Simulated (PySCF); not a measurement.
CH$_{9}$FOSi$_{3}$ (SMILES C[SiH2]O[SiH2][SiH2]F)

```xyz
15

C    -2.5734    0.3015   -0.5727
Si   -1.5410   -1.0813    0.2096
O    -0.0122   -0.5665    0.3923
Si    1.1986    0.4328    0.8091
Si    2.7386    0.2149   -0.8763
F     3.8910    1.3135   -0.5736
H    -2.1560    0.6158   -1.5260
H    -3.5940   -0.0214   -0.7521
H    -2.6138    1.1778    0.0694
H    -1.4007   -2.2382   -0.6742
H    -2.0463   -1.4354    1.5368
H     0.6317    1.7813    0.9749
H     1.6265   -0.0146    2.1429
H     3.5090   -1.0283   -0.9495
H     2.3376    0.5561   -2.2440
```

Geometry: GFN2-xTB.

Computed with PySCF, PBE0/pcSseg-1, SCF density, gas phase, non-relativistic.

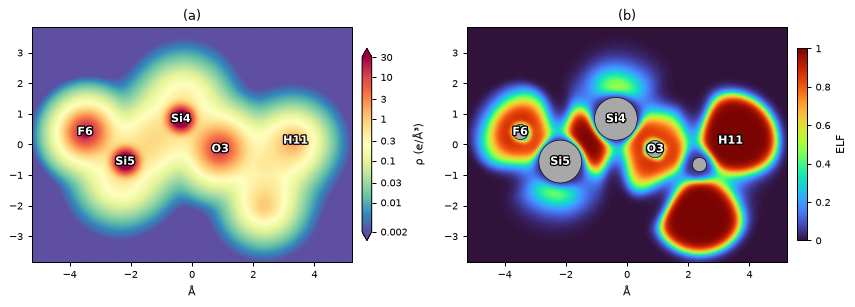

Figure 1. (a) electron density; (b) ELF on the plane of atoms Si4, Si5 and F6. Grey discs cover the atomic cores in the ELF map.

**Read the bonding off the picture.**

The plane passes through O, Si, F and H nuclei. Si–F (1.62 Å): ρ at the midpoint is about 1 e/Å³; the ELF peaks at about 0.85 in the valence shell of F, 0.5 Å from its nucleus, and is about 0.50 at the midpoint. Si–O (1.62 Å): ρ is about 1.1 e/Å³ halfway; the ELF peaks at about 0.85 between the atoms (a polar covalent bond). Si–Si (2.29 Å): ρ is about 0.73 e/Å³ halfway; the ELF peaks at about 1 between the atoms; a covalent bond. The ELF also peaks beside O3 and F6, away from the bonds: lone-pair regions.

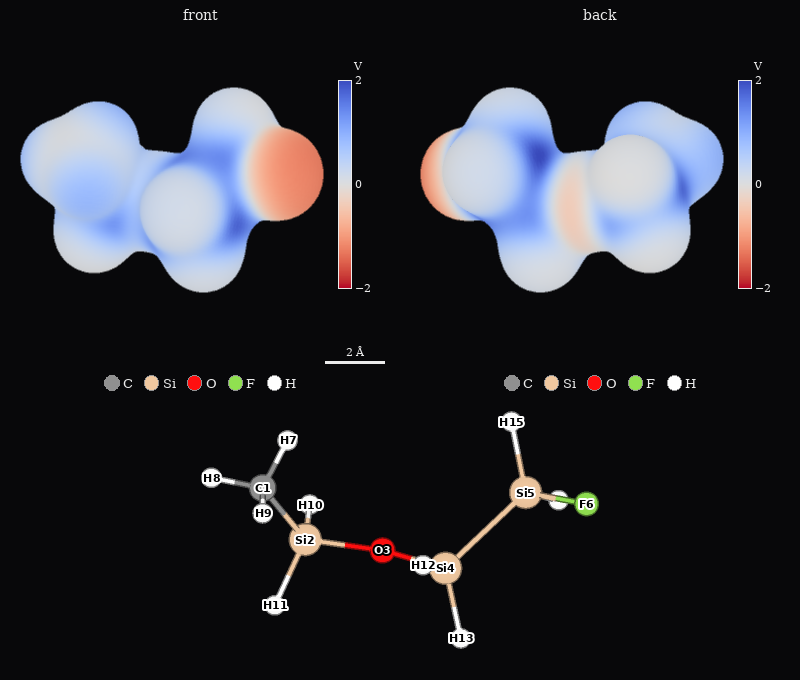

Figure 2. The molecular electrostatic potential painted on the density surface at 0.002 e/bohr³, seen from the front and from behind; the colour scale runs from red (negative) to blue (positive). The bare structure is drawn below in the same view.

**Describe the electrostatic potential map.**

The most negative region (about −1.2 V) lies over F6, the most positive (about +1.9 V) over Si5.

**How polar is the molecule by this calculation?**

Its dipole moment is 2.24 D.
